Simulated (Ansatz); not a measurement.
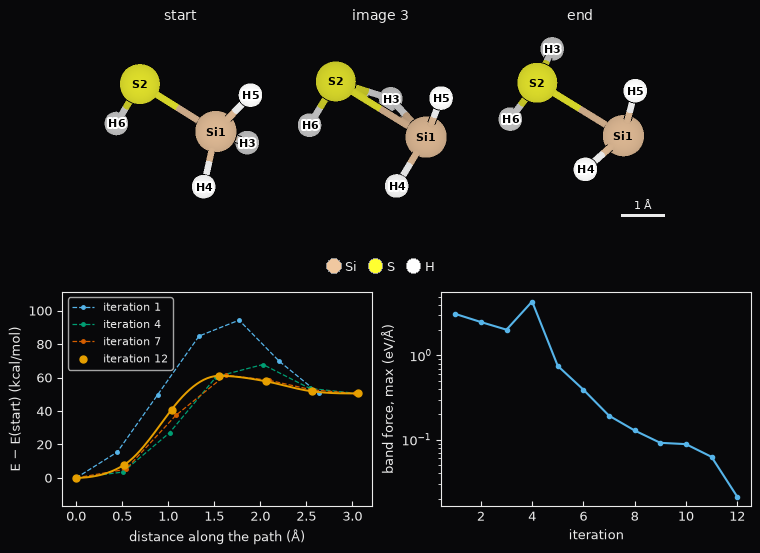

NEB run on SiH₄S. Images are numbered from 0 (start) to 6 (end). The plot follows the band through its iterations. The picture is a ball-and-stick view, seen at a tilt.

Computed with RKS PBE0-D4/def2-SVP (Ansatz). Run with 5 movable images; climbing image.

Q: Judge this run.

A: The run is converged, with reservations. The band converged in 12 iterations. The largest component of the band force went from 3.1 to 0.021 eV/Å. The climbing image converged on the top of the path. Its curvatures weren't checked. The largest force component is 0.25 eV/Å at the start and 0.24 eV/Å at the end; an end with forces this large is no minimum, and the barrier measured from it can be far off. The first iteration put the highest image at 94.4 kcal/mol. Forward barrier 61.1 kcal/mol, backward barrier 10.5 kcal/mol, with image 3 at the top; the reaction energy is +50.5 kcal/mol.

The run took 45 s on 2 threads of Arm Neoverse V2, on a shared host.
